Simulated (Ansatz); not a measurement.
# Group exchange: CH4O2Si + C3H10Si → Si2H4O2 + C4H10

Species: CH4O2Si `CO[Si]O`, singlet; C3H10Si `CC(C)[SiH3]`, singlet; Si2H4O2 `O[Si]O[SiH3]`, singlet; C4H10 (isobutane) `CC(C)C`, singlet. The partners trade CH3 for SiH3: O–CH3 and C–SiH3 bonds give way to O–SiH3 and C–CH3.

Shapes, held fixed at every level: PBE0-D4/def2-TZVP. Flexible molecules stand in one conformer, not always the lowest. Programs: Ansatz 0.2.0. The zero-point and thermal change to 298 K, harmonic and unscaled (PBE0-D4/def2-TZVP), is +1.7 kJ/mol.

```json
{"level": "PBE-D4/def2-TZVPP", "kind": "GGA", "ΔH(298 K) (kJ/mol)": "-150.2", "less CCSD(T)/CBS estimate": "+21.2"}
{"level": "r2SCAN-D4/def2-TZVPP", "kind": "meta-GGA", "ΔH(298 K) (kJ/mol)": "-164.7", "less CCSD(T)/CBS estimate": "+6.7"}
{"level": "BHLYP-D4/def2-TZVPP", "kind": "global hybrid", "ΔH(298 K) (kJ/mol)": "-174.0", "less CCSD(T)/CBS estimate": "-2.6"}
{"level": "wB97M-V/def2-TZVPP", "kind": "range-separated hybrid", "ΔH(298 K) (kJ/mol)": "-166.1", "less CCSD(T)/CBS estimate": "+5.3"}
{"level": "MP2/def2-SVP", "kind": "perturbation theory", "ΔH(298 K) (kJ/mol)": "-167.0", "less CCSD(T)/CBS estimate": "+4.4"}
{"level": "MP2/def2-TZVPP", "kind": "perturbation theory", "ΔH(298 K) (kJ/mol)": "-176.0", "less CCSD(T)/CBS estimate": "-4.6"}
{"level": "CCSD/def2-SVP", "kind": "coupled cluster or CI", "ΔH(298 K) (kJ/mol)": "-162.6", "less CCSD(T)/CBS estimate": "+8.8"}
{"level": "CCSD(T)/CBS estimate", "kind": "coupled cluster or CI", "ΔH(298 K) (kJ/mol)": "-171.4", "less CCSD(T)/CBS estimate": "0.0"}
```

The highest level, CCSD(T)/CBS estimate, gives ΔH(298 K) = -171.4 kJ/mol; the levels span -176.0 to -150.2. The column of differences is taken from that level and isn't an error. No measured value is set beside it here. The CBS estimate extrapolates MP2 from def2-TZVPP and def2-QZVPP and adds CCSD(T) − MP2 in the triple-zeta set, cores frozen.

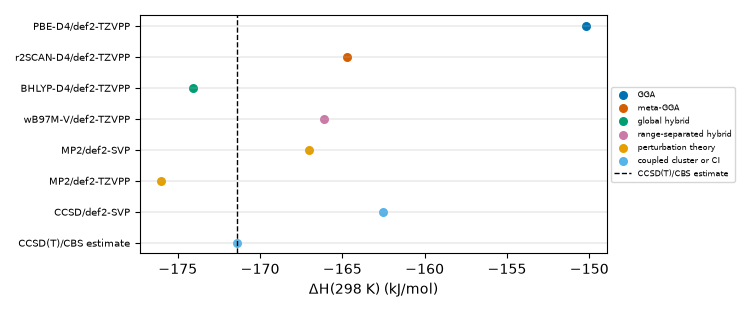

The values of the table, level by level.
